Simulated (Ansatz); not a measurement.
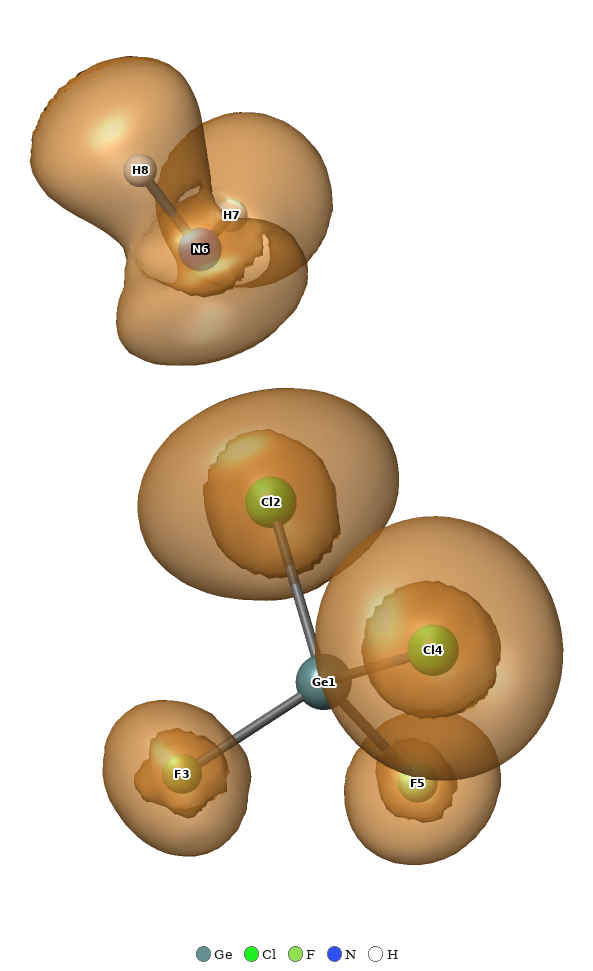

*Cl$_{2}$F$_{2}$Ge···NH$_{2}$ (doublet). Isosurface of the ELF at 0.75 (orange), seen at an oblique angle. Core shells and regions of very low density are left out.*

These are results of UKS PBE/def2-SVP in Ansatz, not measurements.

```xyz
8

Ge   -0.0289    0.0542   -0.1956
Cl    0.0010    0.0277    1.9315
F     1.5901    0.0064   -0.8206
Cl   -1.0229    1.7642   -1.0077
F    -0.8019   -1.3762   -0.8046
N     0.0110   -0.0074    4.9145
H    -0.4430   -0.6903    5.5626
H     0.4418    0.6619    5.5919
```

### What do the ELF domains correspond to?

The surface consists of two regions wrapped around Cl (the valence shell of each), two regions wrapped around F (the valence shell of each) and one joined region spread over several atoms (H, N), in which their bonds and any lone pairs are merged. Along the contacts the grid gives the following. N6···Cl2 (2.98 Å): the ELF dips to about 0.05 between them. Ge–F (1.74 Å): the ELF peaks at about 0.80 in the valence shell of F, 0.5 Å from its nucleus, and is about 0.25 at the midpoint.
